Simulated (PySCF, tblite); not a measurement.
# dichlorogermane (GeH₂Cl₂): isotopologues and vibrational averages

How do isotopes change the rotational constants and shieldings of dichlorogermane (GeH₂Cl₂) (`[Cl][GeH2][Cl]`)?

Programs: PySCF 2.14.0 with density-fitted response routines of our own, and tblite 0.8.0. All values are computed, except where a source is named. Atoms count from 0 throughout.

## 1. The starting structure

5 atoms, charge 0, multiplicity 1; geometry from: force field or distance geometry start.

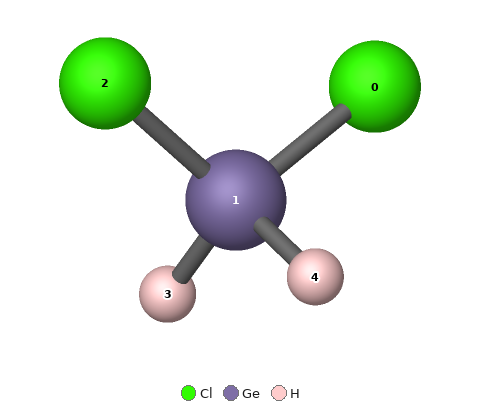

The starting geometry (chlorine green, germanium purple, hydrogen pink), atoms numbered.

## 2. GFN2-xTB relaxation, lowest of a short conformer search

Job settings and geometry (Å):

```
{"job": {"xc": "GFN2-xTB", "basis": "xTB", "kind": "relax"}, "charge": 0, "multiplicity": 1}
Cl     1.819600     1.069000    -0.069600
Ge    -0.014500    -0.122200    -0.056600
Cl    -1.722000     1.110000    -0.018600
H     -0.048800    -1.090000    -1.255000
H      0.000100    -0.955400     1.331100
```

Command:

```console
OMP_NUM_THREADS=1 python ens_run.py task.json out
```

The driver reads the study from task.json and runs its stages one after another.

What it wrote:

```text
step      E/eV     max force
  0    -330.27490    1.003
  1    -330.31266    0.801
  2    -330.37371    0.727
  3    -330.38332    0.303
  4    -330.38758    0.192
  5    -330.39130    0.090
  6    -330.39155    0.061
  7    -330.39257    0.088
  8    -330.39308    0.094
  9    -330.39354    0.077
 10    -330.39369    0.039
 11    -330.39374    0.017
 12    -330.39376    0.016
 13    -330.39379    0.017
 14    -330.39383    0.025
 15    -330.39386    0.020
 16    -330.39388    0.008
 17    -330.39388    0.002
```

Run time: 0.05 s. Hardware: 1 thread of AMD EPYC 9R45, shared host.

The energy fell by 0.119 eV, and the atoms moved 0.07 Å (root mean square).

## 3. Tight optimisation and Hessian

Job settings and geometry (Å):

```
{"job": {"xc": "PBE0", "basis": "pcSseg-1", "grid": 2, "temperatures": [300, 500], "kind": "geom"}, "charge": 0, "multiplicity": 1}
Cl     1.727789     1.045567    -0.087120
Ge     0.003989    -0.145952    -0.006915
Cl    -1.668372     1.119027    -0.034795
H     -0.034861    -1.056725    -1.214653
H      0.005943    -0.950506     1.274742
```

What it wrote:

```text
step   0  E = -81575.8424540 eV  max force = 0.95347
step   1  E = -81575.8869355 eV  max force = 0.34807
step   2  E = -81575.8967762 eV  max force = 0.04906
step   3  E = -81575.8968645 eV  max force = 0.01136
step   4  E = -81575.8968686 eV  max force = 0.00127
step   5  E = -81575.8968686 eV  max force = 0.00127
step   6  E = -81575.8968687 eV  max force = 0.00024
harmonic wavenumbers (cm-1): 147.9 428.0 441.1 520.4 652.5 785.9 852.3 2213.5 2227.7
```

Wall time 78 s (1 thread of AMD EPYC 9R45, shared host); peak memory 0.57 GiB.

## 4. Displacements along the modes, parent

Job settings and geometry (Å):

```
{"job": {"xc": "PBE0", "basis": "pcSseg-1", "grid": 2, "temperatures": [300, 500], "kind": "vib", "mass_numbers": [35, 74, 35, 1, 1]}, "charge": 0, "multiplicity": 1}
Cl     1.767270     1.038061    -0.086970
Ge     0.003125    -0.177248    -0.006062
Cl    -1.708274     1.113530    -0.033488
H     -0.035067    -1.037231    -1.264619
H      0.007434    -0.925703     1.322399
```

What it wrote:

```text
mode    cm-1    km/mol   phi_rrr   E(+)/cm-1  E(-)/cm-1
  1    147.86     4.21      13.6      27.14      26.15
  2    428.02    33.29      71.9      79.68      74.50
  3    441.06    99.73      -0.3      79.46      79.48
  4    520.43    22.83       0.9      95.66      94.94
  5    652.47     0.00      -1.2     118.39     118.71
  6    785.86   116.47       1.3     141.94     142.14
  7    852.35    80.46     -92.6     150.59     157.27
  8   2213.53    49.70     869.1     431.13     368.65
  9   2227.69    78.56       6.5     402.69     402.25
```

Wall time 55 s (1 thread of AMD EPYC 9R45, shared host); peak memory 0.57 GiB.

## 5. Displacements along the modes, 2H at atom 3

Job settings and geometry (Å):

```
{"job": {"xc": "PBE0", "basis": "pcSseg-1", "grid": 2, "temperatures": [300, 500], "kind": "vib", "mass_numbers": [35, 74, 35, 2, 1]}, "charge": 0, "multiplicity": 1}
Cl     1.767270     1.038061    -0.086970
Ge     0.003125    -0.177248    -0.006062
Cl    -1.708274     1.113530    -0.033488
H     -0.035067    -1.037231    -1.264619
H      0.007434    -0.925703     1.322399
```

What it wrote:

```text
mode    cm-1    km/mol   phi_rrr   E(+)/cm-1  E(-)/cm-1
  1    147.62     4.16      13.6      27.09      26.11
  2    425.34    15.23     -18.8      76.97      77.81
  3    427.96    35.55      67.8      79.58      74.59
  4    441.06    99.76      -0.2      79.46      79.48
  5    498.88    11.95       1.9      90.72      90.51
  6    735.02    76.55       0.5     133.42     133.74
  7    760.13    62.90      56.4     139.57     135.73
  8   1580.90    34.26    -733.6     259.73     312.45
  9   2220.58    65.28    1223.6     446.67     358.84
```

Wall time 54 s (1 thread of AMD EPYC 9R45, shared host); peak memory 0.57 GiB.

## 6. Displacements along the modes, 72Ge at atom 1

Job settings and geometry (Å):

```
{"job": {"xc": "PBE0", "basis": "pcSseg-1", "grid": 2, "temperatures": [300, 500], "kind": "vib", "mass_numbers": [35, 72, 35, 1, 1]}, "charge": 0, "multiplicity": 1}
Cl     1.767270     1.038061    -0.086970
Ge     0.003125    -0.177248    -0.006062
Cl    -1.708274     1.113530    -0.033488
H     -0.035067    -1.037231    -1.264619
H      0.007434    -0.925703     1.322399
```

What it wrote:

```text
mode    cm-1    km/mol   phi_rrr   E(+)/cm-1  E(-)/cm-1
  1    148.31     4.21      13.6      27.22      26.24
  2    429.52    33.65      72.2      79.96      74.77
  3    443.40   100.68      -0.2      79.88      79.90
  4    520.95    22.95       0.8      95.75      95.03
  5    652.47     0.00      -1.2     118.39     118.71
  6    786.02   117.21       1.3     141.97     142.17
  7    852.49    80.74     -92.6     150.61     157.29
  8   2213.73    49.88     869.3     431.18     368.68
  9   2228.27    78.77       6.4     402.79     402.36
```

Wall time 53 s (1 thread of AMD EPYC 9R45, shared host); peak memory 0.57 GiB.

## 7. Displacements along the modes, 2H at atom 3, 2H at atom 4

Job settings and geometry (Å):

```
{"job": {"xc": "PBE0", "basis": "pcSseg-1", "grid": 2, "temperatures": [300, 500], "kind": "vib", "mass_numbers": [35, 74, 35, 2, 2]}, "charge": 0, "multiplicity": 1}
Cl     1.767270     1.038061    -0.086970
Ge     0.003125    -0.177248    -0.006062
Cl    -1.708274     1.113530    -0.033488
H     -0.035067    -1.037231    -1.264619
H      0.007434    -0.925703     1.322399
```

What it wrote:

```text
mode    cm-1    km/mol   phi_rrr   E(+)/cm-1  E(-)/cm-1
  1    147.39     4.10      13.7      27.05      26.07
  2    387.54    15.28       0.4      70.69      70.17
  3    427.68    32.82      71.9      79.62      74.44
  4    441.06    99.74      -0.2      79.46      79.48
  5    465.17     0.00      -0.8      84.15      84.39
  6    563.69    61.15       0.8     101.68     101.85
  7    607.48    42.66      54.7     111.59     107.64
  8   1571.00    28.06     519.4     302.16     264.81
  9   1590.59    43.15      -2.1     286.97     287.10
```

Run time: 54 s. Hardware: 1 thread of AMD EPYC 9R45, shared host; peak memory 0.57 GiB.

## 8. Displacements along the modes, 37Cl at atom 0

Job settings and geometry (Å):

```
{"job": {"xc": "PBE0", "basis": "pcSseg-1", "grid": 2, "temperatures": [300, 500], "kind": "vib", "mass_numbers": [37, 74, 35, 1, 1]}, "charge": 0, "multiplicity": 1}
Cl     1.767270     1.038061    -0.086970
Ge     0.003125    -0.177248    -0.006062
Cl    -1.708274     1.113530    -0.033488
H     -0.035067    -1.037231    -1.264619
H      0.007434    -0.925703     1.322399
```

What it wrote:

```text
mode    cm-1    km/mol   phi_rrr   E(+)/cm-1  E(-)/cm-1
  1    146.31     4.10      13.4      26.85      25.89
  2    422.57    36.66      79.5      78.99      73.27
  3    438.45    94.05     -64.2      76.71      81.33
  4    520.16    22.74       0.9      95.62      94.90
  5    652.33     0.00      -1.2     118.37     118.69
  6    785.72   117.02       1.5     141.92     142.11
  7    852.31    80.62     -92.6     150.58     157.26
  8   2213.53    49.71     869.1     431.13     368.65
  9   2227.69    78.56       6.5     402.69     402.25
```

Run time: 53 s. Hardware: 1 thread of AMD EPYC 9R45, shared host; peak memory 0.57 GiB.

## 9. Displacements along the modes, 37Cl at atom 0, 72Ge at atom 1

Job settings and geometry (Å):

```
{"job": {"xc": "PBE0", "basis": "pcSseg-1", "grid": 2, "temperatures": [300, 500], "kind": "vib", "mass_numbers": [37, 72, 35, 1, 1]}, "charge": 0, "multiplicity": 1}
Cl     1.767270     1.038061    -0.086970
Ge     0.003125    -0.177248    -0.006062
Cl    -1.708274     1.113530    -0.033488
H     -0.035067    -1.037231    -1.264619
H      0.007434    -0.925703     1.322399
```

What it wrote:

```text
mode    cm-1    km/mol   phi_rrr   E(+)/cm-1  E(-)/cm-1
  1    146.76     4.10      13.4      26.93      25.97
  2    424.15    36.63      78.9      79.25      73.57
  3    440.75    95.38     -61.8      77.21      81.65
  4    520.68    22.86       0.9      95.70      94.99
  5    652.33     0.00      -1.2     118.37     118.69
  6    785.89   117.76       1.5     141.95     142.14
  7    852.45    80.90      92.7     157.29     150.60
  8   2213.73    49.88     869.3     431.18     368.68
  9   2228.27    78.77      -6.4     402.36     402.79
```

Wall time 53 s (1 thread of AMD EPYC 9R45, shared host); peak memory 0.57 GiB.

## 10. Displacements along the modes, 37Cl at atom 0, 37Cl at atom 2

Job settings and geometry (Å):

```
{"job": {"xc": "PBE0", "basis": "pcSseg-1", "grid": 2, "temperatures": [300, 500], "kind": "vib", "mass_numbers": [37, 74, 37, 1, 1]}, "charge": 0, "multiplicity": 1}
Cl     1.767270     1.038061    -0.086970
Ge     0.003125    -0.177248    -0.006062
Cl    -1.708274     1.113530    -0.033488
H     -0.035067    -1.037231    -1.264619
H      0.007434    -0.925703     1.322399
```

What it wrote:

```text
mode    cm-1    km/mol   phi_rrr   E(+)/cm-1  E(-)/cm-1
  1    144.73     3.99      13.1      26.55      25.61
  2    419.31    32.21      69.4      78.02      73.02
  3    433.65    96.20      -0.2      78.12      78.14
  4    519.90    22.65       0.9      95.57      94.86
  5    652.19     0.00      -1.2     118.34     118.66
  6    785.58   117.58       1.3     141.89     142.09
  7    852.27    80.77     -92.7     150.57     157.26
  8   2213.53    49.71     869.1     431.13     368.65
  9   2227.69    78.56       6.5     402.69     402.25
```

Wall time 53 s (1 thread of AMD EPYC 9R45, shared host); peak memory 0.57 GiB.

## 11. Vibrational averages by isotopologue

Job settings and geometry (Å):

```
{"job": {"xc": "PBE0", "basis": "pcSseg-1", "grid": 2, "temperatures": [300, 500], "kind": "iso"}, "charge": 0, "multiplicity": 1}
Cl     1.767270     1.038061    -0.086970
Ge     0.003125    -0.177248    -0.006062
Cl    -1.708274     1.113530    -0.033488
H     -0.035067    -1.037231    -1.264619
H      0.007434    -0.925703     1.322399
```

What it wrote:

```text
parent
  Be/MHz 7906.941 2353.548 1858.782
  B0/MHz 7874.254 2350.672 1852.626
  ZPE/cm-1 4134.6
  <sigma>(0 K)/ppm 893.290 1276.415 893.300 24.843 24.843
2H at atom 3
  Be/MHz 7482.876 2335.941 1845.183
  B0/MHz 7456.097 2332.631 1839.194
  ZPE/cm-1 3618.8
  <sigma>(0 K)/ppm 894.875 1276.485 894.880 24.923 24.853
72Ge at atom 1
  Be/MHz 7995.297 2353.548 1863.623
  B0/MHz 7962.128 2350.651 1857.456
  ZPE/cm-1 4137.6
  <sigma>(0 K)/ppm 893.275 1276.410 893.286 24.843 24.842
2H at atom 3, 2H at atom 4
  Be/MHz 7102.388 2317.134 1832.723
  B0/MHz 7080.509 2313.443 1826.826
  ZPE/cm-1 3100.8
  <sigma>(0 K)/ppm 896.476 1276.551 896.481 24.936 24.935
37Cl at atom 0
  Be/MHz 7804.873 2289.71 1813.281
  B0/MHz 7772.581 2286.954 1807.352
  ZPE/cm-1 4129.5
  <sigma>(0 K)/ppm 893.345 1276.436 893.322 24.843 24.843
37Cl at atom 0, 72Ge at atom 1
  Be/MHz 7893.479 2289.732 1818.035
  B0/MHz 7860.705 2286.956 1812.095
  ZPE/cm-1 4132.5
  <sigma>(0 K)/ppm 893.332 1276.430 893.308 24.843 24.843
37Cl at atom 0, 37Cl at atom 2
  Be/MHz 7700.336 2228.294 1769.087
  B0/MHz 7668.307 2225.683 1763.386
  ZPE/cm-1 4124.4
  <sigma>(0 K)/ppm 893.367 1276.456 893.378 24.843 24.843
```

Wall time 7.6 min (1 thread of AMD EPYC 9R45, shared host); peak memory 0.57 GiB. This counts the whole study up to here.

Rotational constants (MHz) at equilibrium and in the ground state:

```tsv
isotopologue	Be	B0	zero-point change (cm⁻¹)
parent	7906.9, 2353.5, 1858.8	7874.3, 2350.7, 1852.6	0.0
2H at atom 3	7482.9, 2335.9, 1845.2	7456.1, 2332.6, 1839.2	-515.9
72Ge at atom 1	7995.3, 2353.5, 1863.6	7962.1, 2350.7, 1857.5	3.0
2H at atom 3, 2H at atom 4	7102.4, 2317.1, 1832.7	7080.5, 2313.4, 1826.8	-1033.8
37Cl at atom 0	7804.9, 2289.7, 1813.3	7772.6, 2287.0, 1807.4	-5.1
37Cl at atom 0, 72Ge at atom 1	7893.5, 2289.7, 1818.0	7860.7, 2287.0, 1812.1	-2.1
37Cl at atom 0, 37Cl at atom 2	7700.3, 2228.3, 1769.1	7668.3, 2225.7, 1763.4	-10.2
```

Shieldings of the first species (ppm): at equilibrium, the vibrational parts at 0 K, and the averages:

```tsv
atom	equilibrium	anharmonic	harmonic	0 K	300 K	500 K
Cl0	908.10	-3.66	-11.15	893.29	889.65	884.59
Ge1	1278.78	-0.39	-1.98	1276.42	1275.54	1274.66
Cl2	908.09	-3.65	-11.15	893.30	889.66	884.61
H3	25.18	-0.08	-0.26	24.84	24.82	24.77
H4	25.18	-0.08	-0.26	24.84	24.82	24.77
```

Isotope effects on the shieldings at 0 K (ppb; positive means more shielded):

```tsv
atom	2H at atom 3	72Ge at atom 1	2H at atom 3, 2H at atom 4	37Cl at atom 0	37Cl at atom 0, 72Ge at atom 1	37Cl at atom 0, 37Cl at atom 2
Cl0	1586	-14	3186	55	42	77
Ge1	70	-6	136	20	14	40
Cl2	1580	-14	3180	21	8	78
H3	80	0	93	0	0	0
H4	10	0	93	0	0	0
```

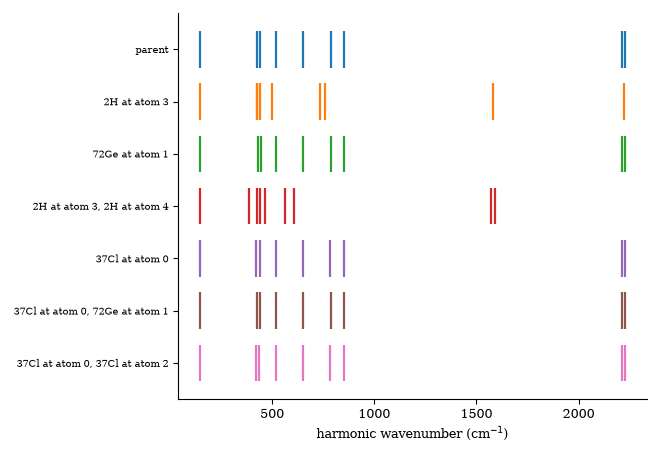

Harmonic wavenumbers of each isotopologue.

## 12. Tight optimisation and Hessian, xc OLYP; basis pcSseg-1; delta 0.8

Job settings and geometry (Å):

```
{"job": {"xc": "OLYP", "basis": "pcSseg-1", "grid": 2, "temperatures": [300, 500], "j": false, "delta": 0.8, "kind": "geom"}, "charge": 0, "multiplicity": 1}
Cl     1.727789     1.045567    -0.087120
Ge     0.003989    -0.145952    -0.006915
Cl    -1.668372     1.119027    -0.034795
H     -0.034861    -1.056725    -1.214653
H      0.005943    -0.950506     1.274742
```

What it wrote:

```text
step   0  E = -81608.4917940 eV  max force = 1.05432
step   1  E = -81608.5763512 eV  max force = 0.31367
step   2  E = -81608.5882763 eV  max force = 0.06437
step   3  E = -81608.5885205 eV  max force = 0.01318
step   4  E = -81608.5885269 eV  max force = 0.00131
step   5  E = -81608.5885269 eV  max force = 0.00131
step   6  E = -81608.5885270 eV  max force = 0.00060
harmonic wavenumbers (cm-1): 143.2 404.0 418.0 504.4 634.7 765.5 831.7 2134.6 2153.9
```

Wall time 91 s (1 thread of AMD EPYC 9R45, shared host); peak memory 0.57 GiB.

## 13. Displacements along the modes, xc OLYP; basis pcSseg-1; delta 0.8; parent

Job settings and geometry (Å):

```
{"job": {"xc": "OLYP", "basis": "pcSseg-1", "grid": 2, "temperatures": [300, 500], "j": false, "delta": 0.8, "kind": "vib", "mass_numbers": [35, 74, 35, 1, 1]}, "charge": 0, "multiplicity": 1}
Cl     1.792722     1.040335    -0.087334
Ge     0.003219    -0.173327    -0.006335
Cl    -1.733597     1.116883    -0.033197
H     -0.035378    -1.042397    -1.271151
H      0.007521    -0.930085     1.329276
```

What it wrote:

```text
mode    cm-1    km/mol   phi_rrr   E(+)/cm-1  E(-)/cm-1
  1    143.17     3.65      12.7      47.00      44.84
  2    403.97    30.13      71.0     135.47     123.36
  3    417.98    94.61       0.2     133.98     133.95
  4    504.42    21.16       0.8     167.42     165.15
  5    634.74     0.00      -1.2     205.90     206.94
  6    765.47   118.38       1.2     246.49     246.73
  7    831.66    81.88     -96.5     259.31     275.84
  8   2134.60    52.71     873.1     762.28     613.68
  9   2153.92    90.16       5.5     694.61     693.77
```

It took 64 s on 1 thread of AMD EPYC 9R45, shared host; peak memory 0.57 GiB.

## 14. Displacements along the modes, xc OLYP; basis pcSseg-1; delta 0.8; 2H at atom 3

Job settings and geometry (Å):

```
{"job": {"xc": "OLYP", "basis": "pcSseg-1", "grid": 2, "temperatures": [300, 500], "j": false, "delta": 0.8, "kind": "vib", "mass_numbers": [35, 74, 35, 2, 1]}, "charge": 0, "multiplicity": 1}
Cl     1.792722     1.040335    -0.087334
Ge     0.003219    -0.173327    -0.006335
Cl    -1.733597     1.116883    -0.033197
H     -0.035378    -1.042397    -1.271151
H      0.007521    -0.930085     1.329276
```

What it wrote:

```text
mode    cm-1    km/mol   phi_rrr   E(+)/cm-1  E(-)/cm-1
  1    142.93     3.60      12.8      46.93      44.76
  2    403.66    28.03      70.2     135.20     123.42
  3    412.75    18.33      -9.3     134.90     134.82
  4    417.94    93.35       0.3     133.99     133.93
  5    485.40    13.55      -1.8     157.38     158.16
  6    715.82    78.11       0.5     232.49     233.20
  7    741.52    63.86      59.7     244.41     234.91
  8   1526.57    37.83    -735.1     431.04     556.05
  9   2144.31    72.72    1228.2     800.44     592.02
```

It took 63 s on 1 thread of AMD EPYC 9R45, shared host; peak memory 0.57 GiB.

## 15. Vibrational averages by isotopologue, second settings

Job settings and geometry (Å):

```
{"job": {"xc": "OLYP", "basis": "pcSseg-1", "grid": 2, "temperatures": [300, 500], "j": false, "delta": 0.8, "kind": "iso"}, "charge": 0, "multiplicity": 1}
Cl     1.792722     1.040335    -0.087334
Ge     0.003219    -0.173327    -0.006335
Cl    -1.733597     1.116883    -0.033197
H     -0.035378    -1.042397    -1.271151
H      0.007521    -0.930085     1.329276
```

What it wrote:

```text
parent
  Be/MHz 7909.346 2286.927 1817.565
  B0/MHz 7870.703 2283.44 1810.843
  ZPE/cm-1 3995.0
  <sigma>(0 K)/ppm 845.859 1222.238 845.870 24.670 24.670
2H at atom 3
  Be/MHz 7480.564 2270.141 1804.401
  B0/MHz 7448.773 2266.255 1797.892
  ZPE/cm-1 3495.5
  <sigma>(0 K)/ppm 847.738 1222.465 847.741 24.748 24.681
```

Run time: 3.7 min. Hardware: 1 thread of AMD EPYC 9R45, shared host; peak memory 0.57 GiB. This counts the runs that the step sums up.

Rotational constants (MHz) at equilibrium and in the ground state:

```tsv
isotopologue	Be	B0	zero-point change (cm⁻¹)
parent	7909.3, 2286.9, 1817.6	7870.7, 2283.4, 1810.8	0.0
2H at atom 3	7480.6, 2270.1, 1804.4	7448.8, 2266.3, 1797.9	-499.5
```

Shieldings of the first species (ppm): at equilibrium, the vibrational parts at 0 K, and the averages:

```tsv
atom	equilibrium	anharmonic	harmonic	0 K	300 K	500 K
Cl0	863.73	-5.00	-12.87	845.86	841.19	834.76
Ge1	1226.06	-0.74	-3.08	1222.24	1220.88	1219.36
Cl2	863.72	-4.99	-12.86	845.87	841.19	834.76
H3	25.01	-0.09	-0.25	24.67	24.64	24.59
H4	25.01	-0.09	-0.25	24.67	24.64	24.59
```

Isotope effects on the shieldings at 0 K (ppb; positive means more shielded):

```tsv
atom	2H at atom 3
Cl0	1880
Ge1	227
Cl2	1870
H3	78
H4	12
```

## 16. Results

| quantity | value |
| --- | --- |
| point group | C2v |
| B0 of the first species | 7874.3, 2350.7, 1852.6 MHz |
| zero-point energy | 4135 cm⁻¹ |
| zero-point change of σ(Cl0) | -14.81 ppm |

Zero-point motion changes the shielding of Cl0, Cl2 most, by -14.81 ppm. The largest secondary isotope effect is 3186 ppb on Cl0, 2 bonds from the change (2H at atom 3, 2H at atom 4). The job flags a low mode; perturbation theory is less sure for low modes. Spin-orbit coupling is left out, which matters at and beside the heavy atoms.
